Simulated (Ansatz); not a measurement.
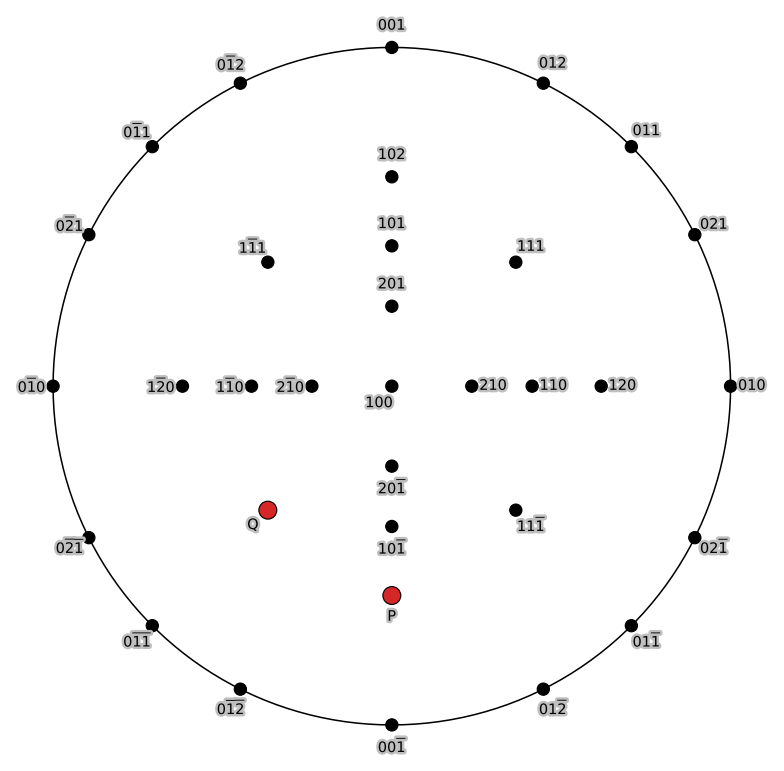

Crystal: LiSc₄, the input geometry of an electronic-structure calculation (not necessarily at equilibrium); the starting structure was generated, so it need not be a known form of this composition. Stereographic projection of plane normals (upper hemisphere) centred on (1 0 0). Geometry calculated from the standardised cell; symmetry tolerance 0.002 Å.

a = 4.944 Å, b = 4.944 Å, c = 4.944 Å, α = 90.00°, β = 90.00°, γ = 90.00°.

Q: Index the poles marked P, Q.

A: P is (1 0 −2), 63.4° from the centre; Q is (1 −1 −1), 54.7° from the centre.

Q: What is the angle between the normals of (1 0 0) and (1 −1 1), and what are their d_hkl = 1/|g|?

A: 54.7°; d = 4.944 Å and 2.855 Å.
